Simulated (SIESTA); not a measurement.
**Converging the SCF threshold: Se (C2, 3 atoms in the cell)**

```yaml
crystal:
  lattice:
    - [2.19156, -3.79589, 0.00000]
    - [2.19156, 3.79589, 0.00000]
    - [0.00000, 0.00000, 4.96485]
  atoms:
    - { symbol: Se, position: [0.00000, 0.22500, 0.66667] }
    - { symbol: Se, position: [0.78641, 0.78641, 0.00000] }
    - { symbol: Se, position: [0.22500, 0.00000, 0.33333] }
```

Method: LDA PW92, numerical atomic orbitals TZP, PseudoDojo LDA standard norm-conserving potentials (rewritten from UPF to PSML) run with SIESTA.

Base settings: XC.functional = LDA; XC.authors = PW92; potentials = PseudoDojo LDA standard; PAO.BasisSize = TZP; PAO.EnergyShift = 0.01 Ry; MeshCutoff = 300 Ry; kgrid.MonkhorstPack = 3 3 2; OccupationFunction = FD; ElectronicTemperature = 10 meV; MaxSCFIterations = 150.

In this ladder: SCF.DM.Tolerance = default; SCF.DM.Converge = false; SCF.H.Converge = false; SCF.FreeE.Converge = true.

The mesh stays at the base's, so the ladder's end is converged at best in this setting alone.

Only quantities that move along the ladder and can be compared are tabulated; the gap is left out on so coarse a mesh.

The starting cell has typed, rounded lattice constants, without a prior relaxation at this level. Its lattice was rescaled by up to half a per cent. One atom was moved a little off its site on purpose. Values carry the incompleteness of an atom-centred basis. In the base run, with a pressure of about 5 GPa the cell is away from its equilibrium volume at this level. In the base run, forces exceed 1 eV/Å.

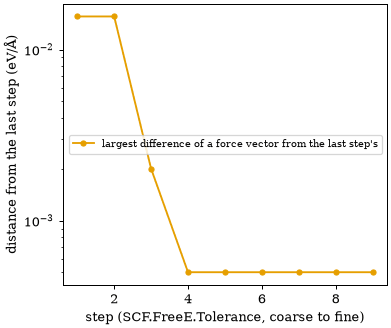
Fig. 1. Distance from the last step along the ladder; very small values are drawn at a floor.

```csv
SCF.FreeE.Tolerance,largest difference of a force vector from the last step's (eV/Å)
1.0E-01 eV,0.016
1.0E-02 eV,0.016
1.0E-03 eV,0.002
1.0E-04 eV,0.000
1.0E-05 eV,0.000
1.0E-06 eV,0.000
1.0E-07 eV,0.000
1.0E-08 eV,0.000
1.0E-10 eV,0.000
1.0E-12 eV,0.000
```

Coarsest SCF.FreeE.Tolerance that holds the forces within 0.005 eV/Å of the last step, with all finer ones: 1.0E-03 eV; the step before is off by 0.016 eV/Å.
